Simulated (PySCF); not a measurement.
# Ge(OH)₂: structure of the triplet

The task is one start of a wider search on Ge(OH)₂: the triplet, from a linear start. It is relaxed, tested by its Hessian and followed downhill if it is a saddle.

The runs use PySCF 2.14.0; PBE0, basis Ge def2-TZVP, O def2-TZVP, H def2-TZVP, no relativity, density fitting.

## 1. The system as given

5 atoms, charge 0, spin multiplicity 3.

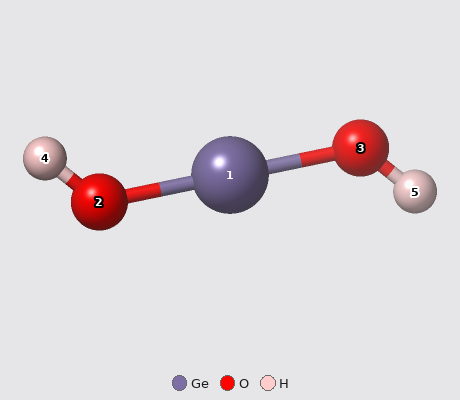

The starting geometry (germanium purple, oxygen red, hydrogen pink); atoms are numbered from 1 in the order of the file.

```xyz
5
charge 0 multiplicity 3
Ge    0.0000    0.0000    0.0000
O     0.0000    0.0000    1.8400
O     0.0000    0.0000   -1.8400
H    -0.7354    0.0000    2.4571
H     0.7354    0.0000   -2.4571
```

## 2. First SCF at the start

One driver script runs all steps and calls PySCF; scf.py shows how it sets up the SCF of each step. The optimiser is the driver's own. After this first run the driver tries any further starts and a stability analysis.

File scf.py:

```python
from pyscf import gto, scf, dft
mol = gto.M(atom='''
Ge     0.000000     0.000000     0.000000
O      0.000000     0.000000     1.840000
O      0.000000     0.000000    -1.840000
H     -0.735400     0.000000     2.457100
H      0.735400     0.000000    -2.457100''',
    basis={'Ge': 'def2-TZVP', 'O': 'def2-TZVP', 'H': 'def2-TZVP'},
    charge=0, spin=2)
mf = dft.UKS(mol, xc='PBE0')
mf.grids.atom_grid = (50, 194)
aux = {'Ge': 'def2-universal-JKFIT', 'O': 'def2-universal-JKFIT', 'H': 'def2-universal-JKFIT'}
mf = mf.density_fit(auxbasis=aux)
mf.conv_tol = 1e-08
mf.diis_space = 10
mf.max_cycle = 60
mf.init_guess = 'minao'
mf.verbose = 4
mf.kernel()
```

On the command line:

```sh
OMP_NUM_THREADS=4 python axn.py task.json out
```

Log:

```text
init E= -2227.68587660233
[... the frontier-level lines of each cycle are left out ...]
cycle= 1 E= -2227.98629845891  delta_E= -0.3  |g|= 0.845  |ddm|= 1.63
cycle= 2 E= -2227.2047154905  delta_E= 0.782  |g|= 1.64  |ddm|= 1.35
cycle= 3 E= -2228.20256503662  delta_E= -0.998  |g|= 0.144  |ddm|= 1.01
cycle= 4 E= -2228.21065541719  delta_E= -0.00809  |g|= 0.0518  |ddm|= 0.128
cycle= 5 E= -2228.21122836672  delta_E= -0.000573  |g|= 0.012  |ddm|= 0.0338
cycle= 6 E= -2228.21128872693  delta_E= -6.04e-05  |g|= 0.00385  |ddm|= 0.0125
cycle= 7 E= -2228.21129810212  delta_E= -9.38e-06  |g|= 0.000715  |ddm|= 0.00554
cycle= 8 E= -2228.21129895746  delta_E= -8.55e-07  |g|= 0.000241  |ddm|= 0.00159
cycle= 9 E= -2228.21129907866  delta_E= -1.21e-07  |g|= 9.46e-05  |ddm|= 0.000673
cycle= 10 E= -2228.21129909189  delta_E= -1.32e-08  |g|= 1.59e-05  |ddm|= 0.000238
cycle= 11 E= -2228.21129909222  delta_E= -3.36e-10  |g|= 4.43e-06  |ddm|= 3.91e-05
Extra cycle  E= -2228.21129909223  delta_E= -5.46e-12  |g|= 5.81e-06  |ddm|= 6.81e-06
converged SCF energy = -2228.21129909223  <S^2> = 2.0077628  2S+1 = 3.0051707
```

This step, with its further starts and checks, ran for 19 s (4 threads of Arm Neoverse V1, shared host).

Energies from each starting density:

| start | energy (Eh) |
| --- | --- |
| the minimal-basis guess | -2228.211299 |
| a thermally smeared density | -2228.211299 |
| a smeared PBE density | -2228.211299 |

The test of internal stability and the other starts found no lower solution of this spin.

## 3. Relaxing the triplet from the linear start

The program finds C2h symmetry in the start, which this walk keeps. The walk stops when the largest gradient is under 0.0003 Eh/bohr and the energy has settled too.

scf.py: that of step 2 with these lines changed.

```diff
@@ -4 +4 @@
-O      0.000000     0.000000     1.840000
+O     -0.000000     0.000000     1.840000
@@ -17 +16,0 @@
-mf.init_guess = 'minao'
```

Steps of the walk:

| step | energy (Eh) | change (kJ/mol) | largest symmetric gradient (Eh/bohr) |
| --- | --- | --- | --- |
| 0 | -2228.211299 | 0.00 | 0.02055 |
| 1 | -2228.218041 | -17.70 | 0.01401 |
| 2 | -2228.221500 | -26.78 | 0.02070 |
| 3 | -2228.222559 | -29.56 | 0.00453 |
| 4 | -2228.222740 | -30.04 | 0.00100 |
| 5 | -2228.222749 | -30.06 | 0.00024 |
| 6 | -2228.222749 | -30.06 | 0.00002 |

The walk took 17 s.

Positions (Å) and forces (eV/Å) along the way:

```
step 0
Ge   0.000   0.000   0.000   0.000   0.000   0.000
O    0.000   0.000   1.840   1.057   0.000   0.117
O    0.000   0.000  -1.840  -1.057   0.000  -0.117
H   -0.735   0.000   2.457  -0.648   0.000  -0.479
H    0.735   0.000  -2.457   0.648   0.000   0.479
step 1
Ge   0.000   0.000   0.000   0.000   0.000   0.000
O    0.059   0.000   1.836   0.118   0.000   0.572
O   -0.059   0.000  -1.836  -0.118   0.000  -0.572
H   -0.755   0.000   2.373   0.151   0.000  -0.721
H    0.755   0.000  -2.373  -0.151   0.000   0.721
step 3
Ge   0.000   0.000   0.000   0.000   0.000   0.000
O    0.125   0.000   1.836  -0.163   0.000   0.233
O   -0.125   0.000  -1.836   0.163   0.000  -0.233
H   -0.761   0.000   2.234   0.212   0.000  -0.197
H    0.761   0.000  -2.234  -0.212   0.000   0.197
step 6
Ge   0.000   0.000   0.000   0.000   0.000   0.000
O    0.135   0.000   1.841  -0.001   0.000   0.001
O   -0.135   0.000  -1.841   0.001   0.000  -0.001
H   -0.759   0.000   2.206  -0.002   0.000   0.000
H    0.759   0.000  -2.206   0.002   0.000   0.000
```

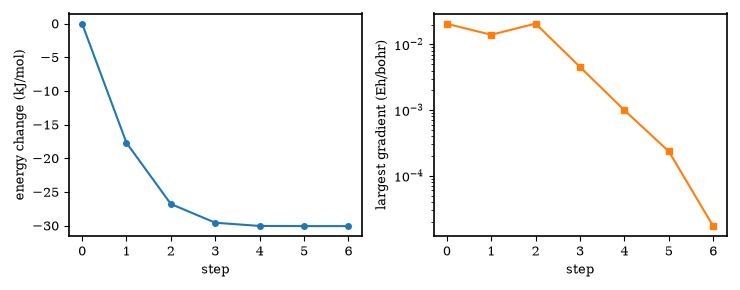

How energy and gradient fall.

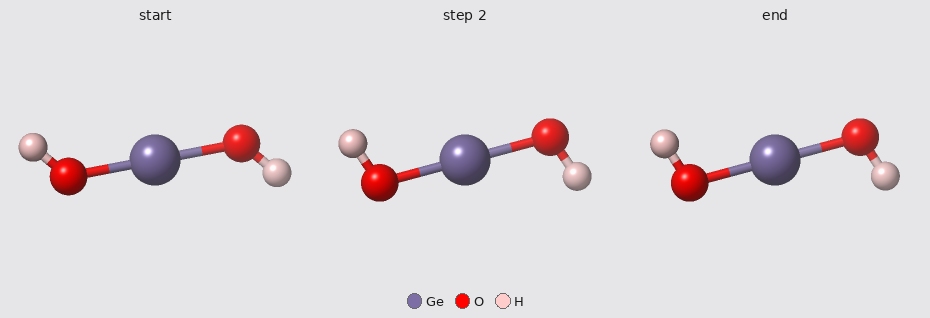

Start and end of the relaxation, with a step between.

It settles in C2h symmetry, 30.1 kJ/mol below the start, after 6 steps: Ge–O 1.845 Å (×2), O–H 0.966 Å (×2); Ge–O–H 108.1° (×2), O–Ge–O 180.0°.

## 4. Is it a minimum? Harmonic modes

The point is checked on the finer grid, and tightened if its gradient asks for it. The Hessian and the dipole derivatives come from central differences of analytic gradients, with steps of 0.02 bohr.

scf.py: that of step 3 with these lines changed.

```diff
@@ -4,4 +4,4 @@
-O     -0.000000     0.000000     1.840000
-O      0.000000     0.000000    -1.840000
-H     -0.735400     0.000000     2.457100
-H      0.735400     0.000000    -2.457100''',
+O      0.134906     0.000000     1.840558
+O     -0.134906     0.000000    -1.840558
+H     -0.759120     0.000000     2.206179
+H      0.759120     0.000000    -2.206179''',
@@ -11 +11 @@
-mf.grids.atom_grid = (50, 194)
+mf.grids.atom_grid = (75, 302)
@@ -14 +14 @@
-mf.conv_tol = 1e-08
+mf.conv_tol = 1e-10
```

This SCF starts from the last density.

Log of the central SCF (cycles and frontier levels):

```text
init E= -2228.22267988593
[... the frontier-level lines of each cycle are left out ...]
cycle= 1 E= -2228.22267988583  delta_E= 1.03e-10  |g|= 1.96e-05  |ddm|= 1.58e-05
cycle= 2 E= -2228.22267988527  delta_E= 5.53e-10  |g|= 4.24e-05  |ddm|= 3.44e-05
cycle= 3 E= -2228.22267988596  delta_E= -6.87e-10  |g|= 2.44e-06  |ddm|= 2.4e-05
cycle= 4 E= -2228.22267988597  delta_E= -5e-12  |g|= 4.96e-08  |ddm|= 1.31e-06
Extra cycle  E= -2228.22267988597  delta_E= -2.27e-12  |g|= 5.4e-08  |ddm|= 6.56e-08
converged SCF energy = -2228.22267988597  <S^2> = 2.0078106  2S+1 = 3.0052026
```

The whole step took 64 s.

Geometry: C2h; Ge–O 1.845 Å (×2), O–H 0.966 Å (×2); Ge–O–H 108.1° (×2), O–Ge–O 180.0°.

Harmonic modes (main isotopes):

```tsv
symmetry	ω (cm⁻¹)	IR (km/mol)	μ (u)
au	210i	0.6	10.81
bu	207	20.2	6.18
au	458	192	1.08
ag	523	0.0	10.88
bu	545	124	19.39
ag	869	0.0	1.07
bu	930	95.0	1.12
bu	3811	176	1.07
ag	3814	0.0	1.07
```

1 mode is imaginary, the largest at 210i cm⁻¹: a saddle point, not a minimum.

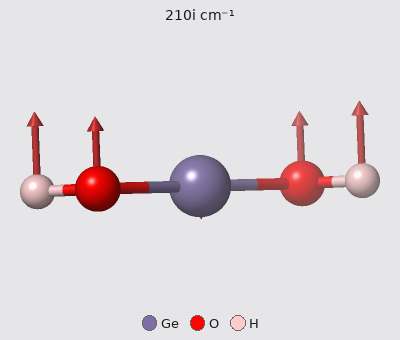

The imaginary mode, as arrows.

Properties at this point:

```
Dipole moment                                                   : 0.00 D
Highest occupied level                                          : -4.98 eV
Lowest empty level                                              : -3.42 eV
Rotational constants                                            : 10.77, 0.1424, 0.1406 cm⁻¹
Zero-point energy (real modes)                                  : 66.7 kJ/mol
Principal polarisabilities                                      : 33.0, 33.5, 59.5 bohr³
Atomisation energy without zero-point energy                    : 1387 kJ/mol
Principal traceless quadrupole moments about the centre of mass : -11.56, 1.33, 10.23 D Å
Spin squared ⟨S²⟩                                               : 2.008
```

Populations by atom (charges in e):

```tsv
atom	Mulliken	Löwdin	polar tensor	spin (Mulliken)	Mayer order to Ge1
Ge1	0.37	0.26	0.64	1.49	–
O2,3	-0.51	-0.27	-0.57	0.24	1.00
H4,5	0.32	0.14	0.25	0.01	0.03
```

Outer orbital energies (eV). α occupied: -15.66, -14.33, -12.29, -11.46, -10.11, -9.54, -7.15, -4.98; empty: -2.32, 0.96, 1.67, 4.69. β occupied: -27.49, -27.39, -14.66, -13.75, -11.46, -10.11, -9.86, -9.37; empty: -3.42, -1.29, -0.99, 1.27.

Mulliken populations on Ge1: s 7.55, p 13.78, d 10.24, f 0.06.

## 5. Leaving the saddle point

The start is the last point, displaced along its most imaginary mode.

The program finds C2 symmetry in the start, which this walk keeps. Threshold on the gradient: 0.0003 Eh/bohr, with a further test on the energy change.

scf.py: that of step 4 with these lines changed.

```diff
@@ -3,5 +3,5 @@
-Ge     0.000000     0.000000     0.000000
-O      0.134906     0.000000     1.840558
-O     -0.134906     0.000000    -1.840558
-H     -0.759120     0.000000     2.206179
-H      0.759120     0.000000    -2.206179''',
+Ge     0.000000    -0.050332    -0.000000
+O      0.134906     0.108744     1.840558
+O     -0.134906     0.108744    -1.840558
+H     -0.759120     0.120000     2.206179
+H      0.759120     0.120000    -2.206179''',
@@ -11 +11 @@
-mf.grids.atom_grid = (75, 302)
+mf.grids.atom_grid = (50, 194)
@@ -14 +14 @@
-mf.conv_tol = 1e-10
+mf.conv_tol = 1e-08
```

The optimiser's trace:

| step | energy (Eh) | change (kJ/mol) | largest symmetric gradient (Eh/bohr) |
| --- | --- | --- | --- |
| 0 | -2228.224317 | 0.00 | 0.00954 |
| 1 | -2228.227184 | -7.53 | 0.01399 |
| 2 | -2228.232132 | -20.52 | 0.01250 |
| 3 | -2228.236981 | -33.25 | 0.01551 |
| 4 | -2228.243640 | -50.73 | 0.01981 |
| 5 | -2228.246715 | -58.81 | 0.00415 |
| 6 | -2228.246798 | -59.02 | 0.00847 |
| 7 | -2228.247209 | -60.10 | 0.00277 |
| 8 | -2228.247267 | -60.26 | 0.00107 |
| 9 | -2228.247285 | -60.30 | 0.00047 |
| 10 | -2228.247302 | -60.35 | 0.00050 |
| 11 | -2228.247309 | -60.37 | 0.00014 |
| 12 | -2228.247310 | -60.37 | 0.00014 |

The walk took 35 s.

Positions (Å) and forces (eV/Å) along the way:

```
step 0
Ge   0.000  -0.050   0.000   0.000  -0.490   0.000
O    0.135   0.109   1.841  -0.011   0.230  -0.199
O   -0.135   0.109  -1.841   0.011   0.230   0.199
H   -0.759   0.120   2.206   0.003   0.015  -0.019
H    0.759   0.120  -2.206  -0.003   0.015   0.019
step 1
Ge   0.000  -0.131   0.000   0.000  -0.719   0.000
O    0.135   0.142   1.822  -0.035   0.315  -0.258
O   -0.135   0.142  -1.822   0.035   0.315   0.258
H   -0.756   0.127   2.194   0.029   0.045  -0.046
H    0.756   0.127  -2.194  -0.029   0.045   0.046
step 6
Ge   0.000  -0.639   0.000   0.000  -0.436   0.000
O    0.142   0.277   1.523   0.064   0.132   0.221
O   -0.142   0.277  -1.523  -0.064   0.132  -0.221
H   -0.705   0.246   1.975  -0.070   0.086   0.112
H    0.705   0.246  -1.975   0.071   0.086  -0.112
step 12
Ge   0.000  -0.700   0.000   0.000   0.000   0.000
O    0.156   0.234   1.528  -0.006   0.000   0.004
O   -0.156   0.234  -1.528   0.006   0.000  -0.004
H   -0.706   0.320   1.948   0.008   0.000  -0.002
H    0.706   0.320  -1.948  -0.008   0.000   0.002
```

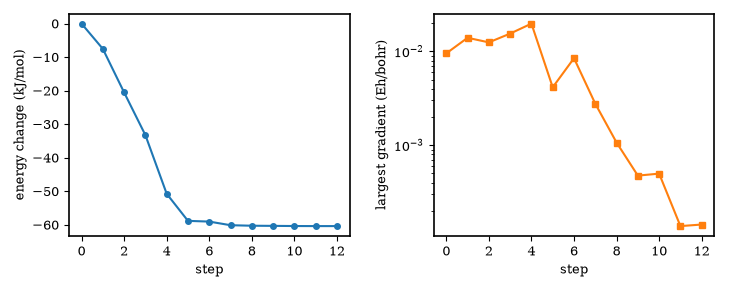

How energy and gradient fall.

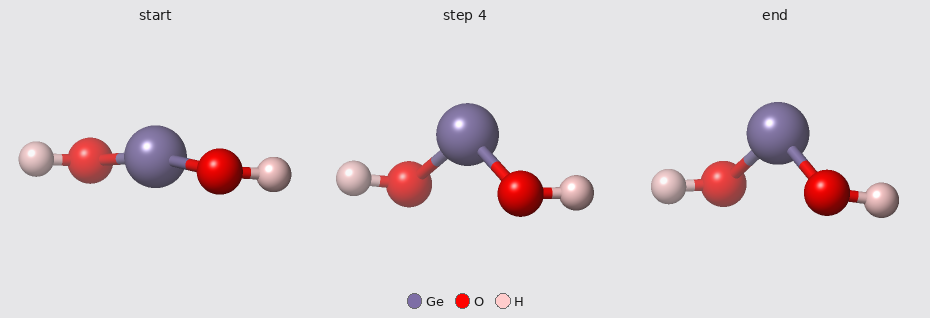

The geometry along the walk, at one scale.

After 12 steps and 60.4 kJ/mol it ends at C2: Ge–O 1.798 Å (×2), O–H 0.963 Å (×2); Ge–O–H 109.8° (×2), O–Ge–O 117.4°.

## 6. Vibrations and properties at this point

The same treatment as at the point before.

scf.py: that of step 5 with these lines changed.

```diff
@@ -3,5 +3,5 @@
-Ge     0.000000    -0.050332    -0.000000
-O      0.134906     0.108744     1.840558
-O     -0.134906     0.108744    -1.840558
-H     -0.759120     0.120000     2.206179
-H      0.759120     0.120000    -2.206179''',
+Ge     0.000000    -0.295605     0.000000
+O      0.156012     0.638430     1.528179
+O     -0.156012     0.638430    -1.528179
+H     -0.705913     0.723312     1.948829
+H      0.705913     0.723312    -1.948829''',
@@ -11 +11 @@
-mf.grids.atom_grid = (50, 194)
+mf.grids.atom_grid = (75, 302)
@@ -14 +14 @@
-mf.conv_tol = 1e-08
+mf.conv_tol = 1e-10
```

Log of the central SCF (cycles and frontier levels):

```text
init E= -2228.24721160228
[... the frontier-level lines of each cycle are left out ...]
cycle= 1 E= -2228.247211602  delta_E= 2.82e-10  |g|= 3.1e-05  |ddm|= 2.4e-05
cycle= 2 E= -2228.24721160081  delta_E= 1.19e-09  |g|= 6.45e-05  |ddm|= 4.97e-05
cycle= 3 E= -2228.24721160235  delta_E= -1.54e-09  |g|= 1.45e-06  |ddm|= 3.37e-05
cycle= 4 E= -2228.24721160236  delta_E= -1.09e-11  |g|= 1.86e-07  |ddm|= 8.02e-07
Extra cycle  E= -2228.24721160235  delta_E= 1.55e-11  |g|= 2.53e-07  |ddm|= 2.59e-07
converged SCF energy = -2228.24721160235  <S^2> = 2.0050596  2S+1 = 3.0033712
```

The whole step ran for 72 s (4 threads of Arm Neoverse V1, shared host).

Geometry: C2; Ge–O 1.798 Å (×2), O–H 0.963 Å (×2); Ge–O–H 109.8° (×2), O–Ge–O 117.4°.

Modes, for the most abundant isotopes:

| symmetry | ω (cm⁻¹) | IR (km/mol) | μ (u) |
| --- | --- | --- | --- |
| a | 192 | 2.0 | 9.31 |
| a | 306 | 136 | 1.09 |
| b | 328 | 79.8 | 1.12 |
| a | 632 | 23.4 | 12.97 |
| b | 661 | 110 | 17.30 |
| a | 919 | 41.2 | 1.07 |
| b | 928 | 67.8 | 1.08 |
| b | 3852 | 216 | 1.07 |
| a | 3855 | 19.0 | 1.07 |

Every mode is real; the point is a minimum.

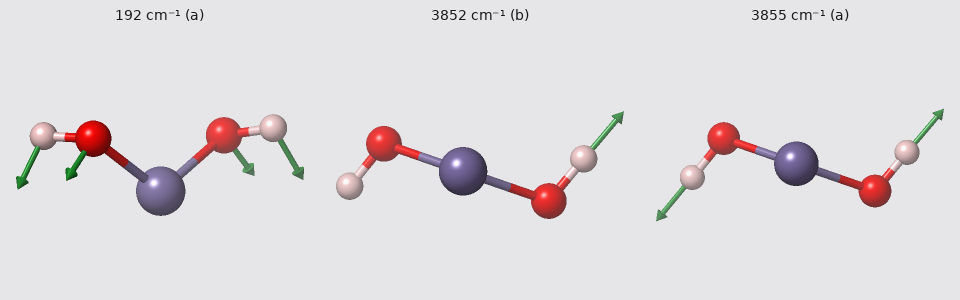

Displacements of 3 of the modes, as arrows (one member where a mode is degenerate).

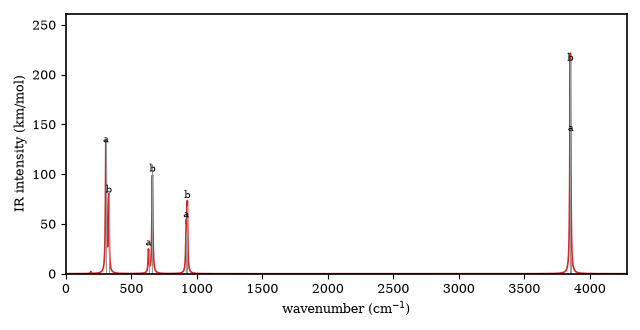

The harmonic infrared spectrum (widths in cm⁻¹). Lines are broadened to a width of 8 cm⁻¹ (Lorentzian).

Properties at this point:

```
Dipole moment                                                   : 0.50 D
Highest occupied level                                          : -4.81 eV
Lowest empty level                                              : -4.32 eV
Rotational constants                                            : 0.7647, 0.2003, 0.1633 cm⁻¹
Zero-point energy                                               : 69.8 kJ/mol
Principal polarisabilities                                      : 34.8, 36.3, 47.5 bohr³
Atomisation energy without zero-point energy                    : 1451 kJ/mol
Principal traceless quadrupole moments about the centre of mass : -8.97, -1.02, 10.00 D Å
Entropy at 298.15 K and 1 bar (electronic part: spin only)      : 294.3 J/(mol K)
Heat capacity Cp at 298.15 K                                    : 66.5 J/(mol K)
Enthalpy at 298.15 K above 0 K                                  : 14.50 kJ/mol
Rotational symmetry number                                      : 2
Spin squared ⟨S²⟩                                               : 2.005
```

Populations by atom (charges in e):

```tsv
atom	Mulliken	Löwdin	polar tensor	spin (Mulliken)	Mayer order to Ge1
Ge1	0.34	0.16	0.65	1.62	–
O2,3	-0.50	-0.24	-0.60	0.19	1.05
H4,5	0.33	0.16	0.28	0.00	0.02
```

Outer orbital energies (eV). α occupied: -15.92, -14.30, -12.29, -11.33, -10.38, -9.53, -8.20, -4.81; empty: -0.05, 0.60, 2.39, 2.55. β occupied: -27.85, -27.53, -15.15, -13.90, -11.39, -10.26, -9.95, -9.30; empty: -4.32, -0.83, 0.70, 1.14.

Mulliken populations on Ge1: s 7.42, p 13.95, d 10.23, f 0.06.

## 7. All stationary points

| spin | group | bonds | imaginary modes (cm⁻¹) | ΔE (kJ/mol) | with zero-point energy |
| --- | --- | --- | --- | --- | --- |
| triplet | C2 | Ge–O 1.798 Å (×2), O–H 0.963 Å (×2) | none | 0.0 | 0.0 |
| triplet | C2h | Ge–O 1.845 Å (×2), O–H 0.966 Å (×2) | 210i | 64.4 | – |

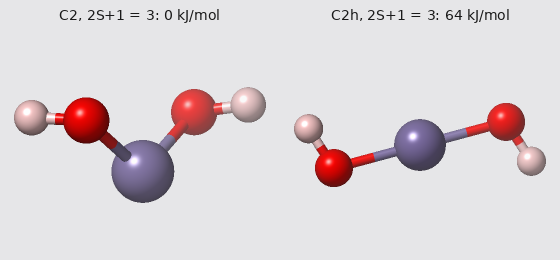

The points, lowest first (germanium purple, oxygen red, hydrogen pink).

## 8. Outcome

| quantity | value |
| --- | --- |
| minimum | triplet, C2 |
| geometry | Ge–O 1.798 Å (×2), O–H 0.963 Å (×2); Ge–O–H 109.8° (×2), O–Ge–O 117.4° |
| wavenumbers (cm⁻¹) | 192 (a), 306 (a), 328 (b), 632 (a), 661 (b), 919 (a), 928 (b), 3852 (b), 3855 (a) |
| dipole moment | 0.50 D |
| highest occupied, lowest empty level (either spin) | -4.81, -4.32 eV |
| polar-tensor charge of Ge1 | +0.65 e |
| zero-point energy | 69.8 kJ/mol |
| entropy at 298.15 K | 294.3 J/(mol K) |
| atomisation energy (no zero-point energy) | 1451 kJ/mol |
| ⟨S²⟩ | 2.005 |

What this shows: From C2h at the start the molecule goes to a C2 minimum, after a stop at a saddle point 64.4 kJ/mol higher, from which it was pushed off along an imaginary mode. In the infrared the band at 3852 cm⁻¹ (b) leads. Most of the spin sits on Ge1 (Mulliken spin 1.62, against 2 for the whole molecule). Only this shape and spin were tried, so other structures or states may lie lower.

The search up to here took 3.4 min.
